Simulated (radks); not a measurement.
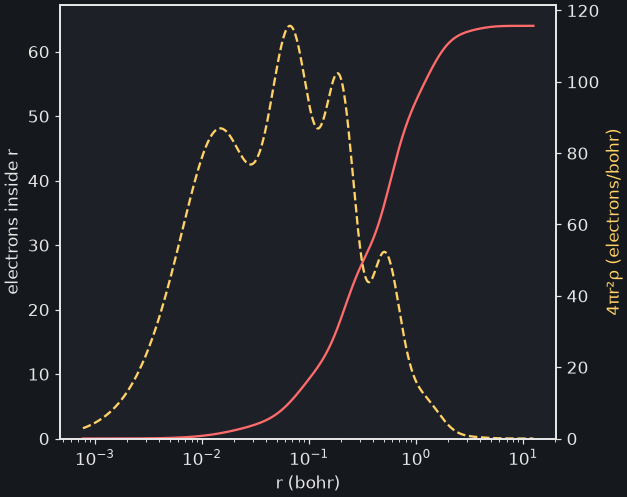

The terbium ion Tb⁺; electrons: [Xe] 4f9 6s1 (high spin). Theory: scalar-relativistic Kohn-Sham, Slater X-alpha with alpha = 0.667, spin-polarised, spherical densities, point nucleus (computed with the in-house radial solver radks).

The plot shows the number of electrons inside radius r (solid) and the radial density 4πr²ρ (dashed).

### What does the plot show?

The count levels off at 64 electrons. Half of them lie within 0.420 bohr, 90 % within 1.43 bohr and 99 % within 3.46 bohr. The radial density has minima at 0.0285, 0.121 and 0.363 bohr, where the count stands at 1.9, 11.1 and 29.4; these part the shells that the density resolves.
